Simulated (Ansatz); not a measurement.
**BH2 (boron dihydride) at 6 levels**

We compute a comparison of 6 runs (UHF/6-311G**, UB2PLYP/6-311G**, UBHLYP/6-311G**, UCAM-B3LYP/6-311G**, UPBE0/6-311G**, RPA@PBE/6-311G**) of BH2 (boron dihydride). 

The results are computed with Ansatz 0.2.0.

58 further runs of the same task are left out: 58 set aside as unsound or not needed.

**1. Starting point**

The species is BH2 (3 atoms), meant as a doublet with charge 0. As SMILES, `[BH2]`. The H3–B1 distance was set to 1.449 Å, away from the relaxed value.

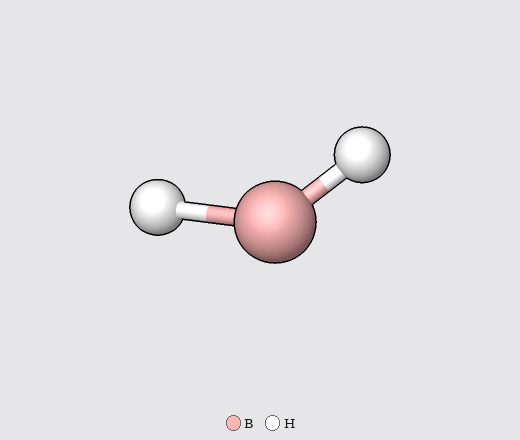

Viewed from a chosen angle; boron pink, hydrogen white.

**2. The energy at UHF/6-311G(d,p) (run 1)**

Input file job.yaml:

```yaml
crystal:
  periodic: [false, false, false]
  atoms:
    - symbol: B
      position_ang: [0.464245, -0.003031, 0.258195]
    - symbol: H
      position_ang: [0.481425, 1.148519, 0.390535]
    - symbol: H
      position_ang: [-0.542860, -0.819090, -0.389630]
basis:
  gaussian:
    orbitals: 6-311G_st__st_.json
magnetization:
  spin_polarized: true
  initial_magnetization: 1
hamiltonian:
  xc: hf
accuracy: high
```

The basis set 6-311G** is read from a file made from the Basis Set Exchange's data (not shown).

The run is started by

```
$ ansatz run job.yaml --threads 1 --pin off --max-ram 2610MiB --events-out events.jsonl --progress --plain --runs-dir runs
```

The program printed:

```text
Warning: RAYON_NUM_THREADS=1 ignored (pool sized by the plan → 1); use --threads N
Functional definition: HF
  name "HF"
  exchange = exact_x
  correlation = 0
537 factors; integrals over basis functions are off by at most 3.5e-9 eV
mean field evaluation 1: about -699.4866 eV, gradient 7.4e0 eV
mean field evaluation 2: about -699.4867 eV, gradient 7.4e0 eV
mean field evaluation 4: about -700.2668 eV, gradient 8.1e-1 eV
mean field evaluation 8: about -700.2847 eV, gradient 4.8e-4 eV
mean field evaluation 16: about -699.6898 eV, gradient 1.7e0 eV
mean field evaluation 32: about -700.2846 eV, gradient 1.9e-8 eV
mean field -700.28458506 eV, -25.7349838311 hartree, gradient 1.9e-8 eV, S^2 0.752792; 0 other end points of the search recorded, 0 dependent functions left out
reference -700.28458506 eV, -25.7349838311 hartree; 4, 3 occupied and 26, 27 virtual orbitals, 537 factors
Total energy: -700.28458506 eV, -25.7349838311 hartree
```

Wall time 0.16 s (1 thread of Arm Neoverse V1, shared host).

**3. The energy at UB2PLYP/6-311G(d,p) (run 2)**

Input file molecule.yaml:

```yaml
crystal:
  periodic: [false, false, false]
  atoms:
    - {symbol: B, position_ang: [0.464245, -0.003031, 0.258195]}
    - {symbol: H, position_ang: [0.481425, 1.148519, 0.390535]}
    - {symbol: H, position_ang: [-0.542860, -0.819090, -0.389630]}
basis:
  gaussian: {orbitals: 6-311G_st__st_.json}
magnetization: {spin_polarized: true, initial_magnetization: 1}
hamiltonian: {xc: {name: B2PLYP}}
correlation: {frozen_orbitals: {B: 1, H: 0}}
accuracy: high
```

The basis set 6-311G** is read from a file made from the Basis Set Exchange's data (not shown).

The run is started by

```
$ ansatz run molecule.yaml --threads 1 --pin off --max-ram 2610MiB --events-out events.jsonl --progress --plain --runs-dir runs
```

The program printed (excerpt; [...] marks lines left out):

```text
Warning: RAYON_NUM_THREADS=1 ignored (pool sized by the plan → 1); use --threads N
Functional definition: B2PLYP
  name "B2PLYP"
[...]
537 factors; integrals over basis functions are off by at most 3.5e-9 eV
[...]
mean field -703.55892932 eV, -25.8553137632 hartree, gradient 3.0e-8 eV, S^2 0.751542; 2 other end points of the search recorded, 0 dependent functions left out
1 core orbitals not correlated: weight in the atoms' cores, before any rotation towards them, 1.000 or more for the frozen orbitals, at most 0.000 for the correlated occupied ones
reference -703.55894813 eV, -25.8553144545 hartree; 3, 2 occupied and 26, 27 virtual orbitals, 537 factors
second order -2.42367625 eV of doubles, -0.00000000 eV of singles
Total energy: -704.21334072 eV, -25.8793629385 hartree
```

Wall time 1.1 s (1 thread of Arm Neoverse V1, shared host); peak memory 0.095 GiB.

Runs 3 to 5 aren't shown in full; the table further down has their settings and results.

**4. A single-point energy at RPA@PBE/6-311G(d,p) (run 6)**

Input file in.yaml:

```yaml
crystal:
  periodic: [false, false, false]
  atoms:
    - {symbol: B, position_ang: [0.464245, -0.003031, 0.258195]}
    - {symbol: H, position_ang: [0.481425, 1.148519, 0.390535]}
    - {symbol: H, position_ang: [-0.542860, -0.819090, -0.389630]}
basis:
  gaussian: {orbitals: 6-311G_st__st_.json}
magnetization: {spin_polarized: true, initial_magnetization: 1}
hamiltonian: {xc: {name: PBE}}
correlation: {method: rpa, frozen_orbitals: {B: 1, H: 0}}
accuracy: high
```

The basis set 6-311G** is read from a file made from the Basis Set Exchange's data (not shown).

The run is started by

```
$ ansatz run in.yaml --threads 1 --pin off --max-ram 2610MiB --events-out events.jsonl --progress --plain --runs-dir runs
```

The program printed (excerpt; [...] marks lines left out):

```text
Warning: RAYON_NUM_THREADS=1 ignored (pool sized by the plan → 1); use --threads N
Functional definition: PBE
  name "PBE"
[...]
537 factors; integrals over basis functions are off by at most 3.5e-9 eV
[...]
mean field -703.72730124 eV, -25.8615013170 hartree, gradient 3.8e-8 eV, S^2 0.751338; 3 other end points of the search recorded, 0 dependent functions left out
1 core orbitals not correlated: weight in the atoms' cores, before any rotation towards them, 1.000 or more for the frozen orbitals, at most 0.000 for the correlated occupied ones
reference -700.11232356 eV, -25.7286533378 hartree; 3, 2 occupied and 26, 27 virtual orbitals, 537 factors
Total energy: -704.72179407 eV, -25.8980482544 hartree
```

Wall time 1.4 s (1 thread of Arm Neoverse V1, shared host); peak memory 0.11 GiB.

**5. Overview of the runs**

```csv
run,level,frozen core orbitals,energy (Eh),⟨S²⟩,wall time
1,UHF/6-311G**,–,-25.734984,0.753,0.16 s
2,UB2PLYP/6-311G**,1,-25.879363,0.752,1.1 s
3,UBHLYP/6-311G**,–,-25.902165,0.751,0.93 s
4,UCAM-B3LYP/6-311G**,–,-25.892895,0.751,1.2 s
5,UPBE0/6-311G**,–,-25.871666,0.751,0.93 s
6,RPA@PBE/6-311G**,1,-25.898048,0.751,1.4 s
```

**6. What came out**

```
                                quantity         value
                     run 6: total energy  -25.89805 Eh
 run 6: RPA correlation energy (valence)    -169.4 mEh
run 6: ⟨S²⟩ of the reference determinant         0.751
```

In words: Totals of different functionals can't be ranked against each other. All runs together took 5.8 s, the longest 1.4 s.
